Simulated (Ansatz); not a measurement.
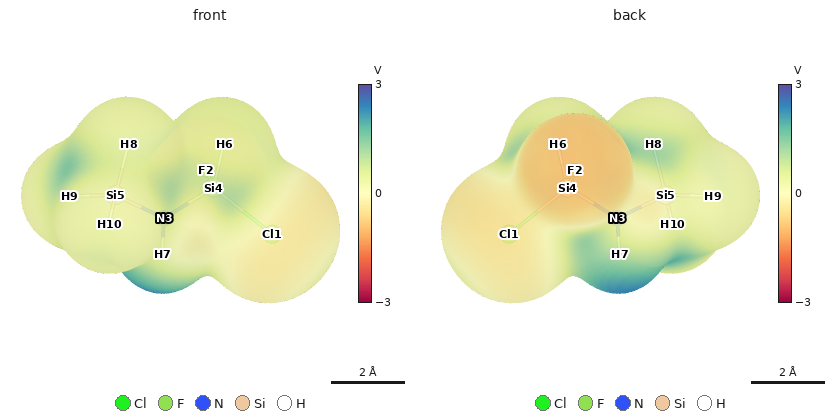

Figure. ClFH₅NSi₂. The molecular electrostatic potential painted on the density surface at 0.002 e/bohr³, seen from the front and from behind; the colour scale runs from red (negative) to blue (positive).

Geometry: PBE0-D3(BJ)/def2-SVP.

The calculation used Ansatz, isolated molecule in a Gaussian basis; Kohn-Sham density functional theory, functional PBE0.

```xyz
10

Cl    0.5681   -0.9017   -3.5261
F     0.6948    1.9897   -4.0085
N     0.3861    1.2643   -1.3602
Si    1.1506    0.9503   -2.8543
Si    0.9934    2.1948   -0.0070
H     2.6177    1.0455   -2.7274
H    -0.5624    0.9045   -1.2732
H     2.4068    2.5413   -0.3320
H     0.2090    3.4482    0.2059
H     0.9405    1.3942    1.2525
```

Q: Where is the surface potential most negative and most positive?

A: The most negative region (about −0.9 V) lies over F2, the most positive (about +2.3 V) over H7. Cl1 shows a σ-hole: about +0.2 V at the tip opposite its bond, against about −0.2 V on its flanks.
